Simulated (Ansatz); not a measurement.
# B2FH2 (SMILES [BH2-]=BF) (charge −1): what the fields show

The calculation's input:

```
crystal:
  periodic: [false, false, false]
  atoms:
    - {symbol: B, position_ang: [-3.379049, -0.693869, 0.882646]}
    - {symbol: B, position_ang: [-2.934183, 0.756423, 1.002164]}
    - {symbol: F, position_ang: [-2.544900, 2.026191, 1.106766]}
    - {symbol: H, position_ang: [-2.827144, -1.557668, 1.529885]}
    - {symbol: H, position_ang: [-4.288289, -0.994407, 0.139208]}
basis:
  gaussian:
    orbitals: def2-TZVPD
hamiltonian:
  xc: {name: PBE0}
output:
  forces: true
  orbitals: {seedname: orbitals}
total_charge: -1
```

Launched as:

```sh
ansatz run input.yaml --threads 2 --pin off --max-ram 4350MiB --events-out events.jsonl --progress --plain --runs-dir runs
```

Geometry: r2SCAN-D4/def2-TZVPD; the highest occupied orbital lies above zero, a sign that basis and functional describe the outermost electron poorly.

Method: isolated molecule in a Gaussian basis; Kohn-Sham density functional theory, functional PBE0 in Ansatz 0.2.0.

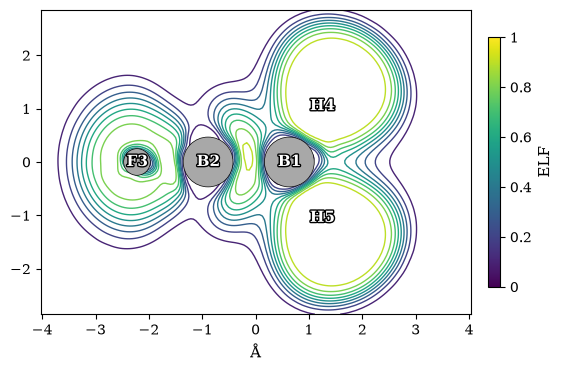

Figure 1. Electron localisation function on the molecular plane. Grey discs cover the atomic cores.

### What do the fields say about this system?

- Atoms in the plane: B, F and H.
- B–F (1.33 Å): the ELF peaks at about 0.85 between the atoms: a shared but strongly polarised pair.
- B–B (1.52 Å): the ELF peaks at about 0.90 between the atoms, as expected for localised, covalent bonding.
- B–H (1.21 Å): the ELF climbs to about 1 towards the hydrogen, as it does in any bond to H; a covalent bond by its length.
- The ELF also peaks beside F3, away from the bonds: lone-pair regions.

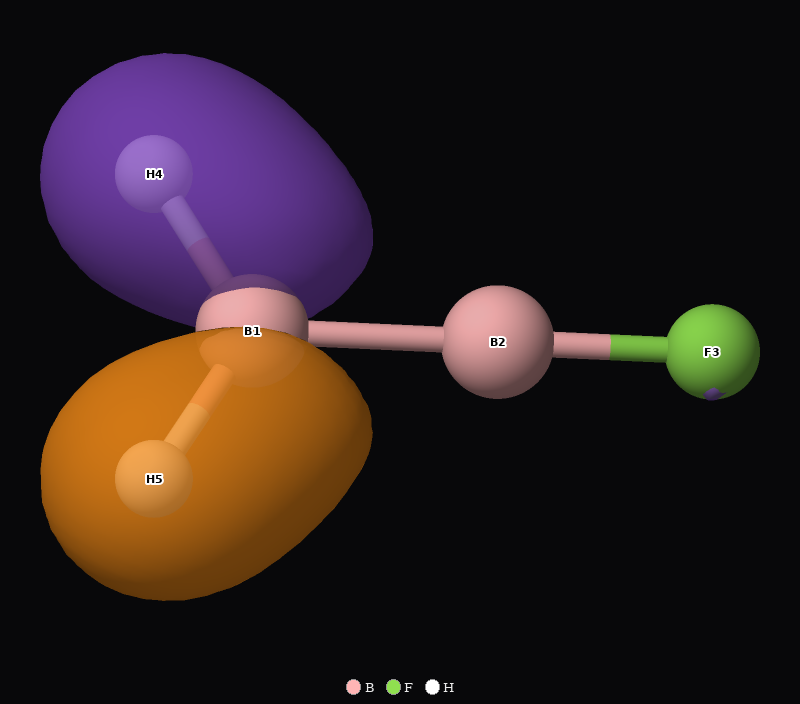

Figure 2. The HOMO−1 at ±0.2 Å⁻³ᐟ² (orange and purple are the two phases), seen at a tilt.

### What is the character of this orbital?

By Hirshfeld shares it lies mainly on B1 (about 40 %), H4 (about 25 %) and H5 (about 25 %); it is symmetric in the molecular plane (an in-plane orbital: σ, lone-pair or in-plane π type). Its energy is −3.30 eV.

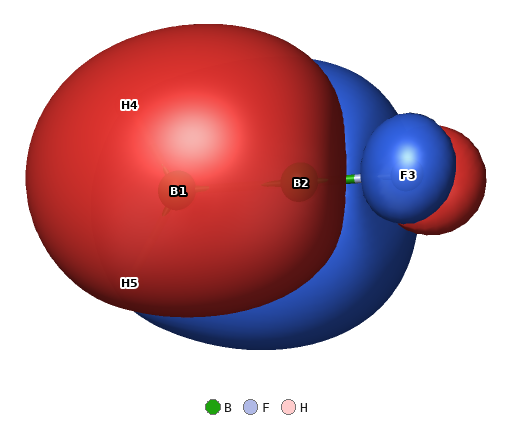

Figure 3. The HOMO at ±0.06 Å⁻³ᐟ² (blue and red are the two phases), seen at a tilt.

### Where does this orbital lie, and at what energy?

It lies mainly on B1 (about 45 %) and B2 (about 40 %); it changes sign across the molecular plane (π type); π-bonding across B1–B2. Its energy is 1.16 eV.
